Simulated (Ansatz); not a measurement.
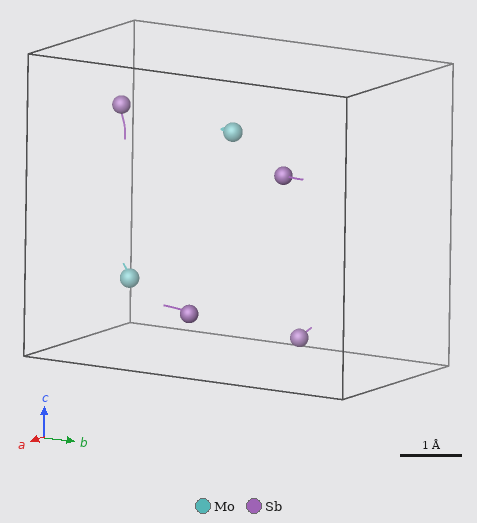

First-principles dynamics of an amorphous cell of composition Sb2Mo (6 atoms in the cell), 90 fs long. Lines trace each atom's path, in the colour of its element; spheres stand at the starting positions. Seen slightly off an axis in the simulation cell.

These are results of DFT, PAW plane waves, PBE (Ansatz), not measurements. Settings: plane-wave cutoff 420 eV; k-point mesh 3 × 3 × 3; Fermi-Dirac smearing 0.1 eV; constant energy (NVE); velocities drawn for 300 K; time step 1.5 fs.

> What do the traces tell about the motion?

Root-mean-square distances from the starting positions over the second half, with the common drift of all atoms taken out: Sb 0.40 Å, Mo 0.19 Å. The run lasts only 90 fs, too short to tell vibration from diffusion.

Limits of the set-up: the k-point mesh is coarse for a cell with partly filled bands; the periodic images lie only 5.0 Å apart, so the values are limited by the cell's size.

Cost: 5 min on 2 threads of Arm Neoverse N1, with other jobs on the host, peak memory 0.51 GiB.
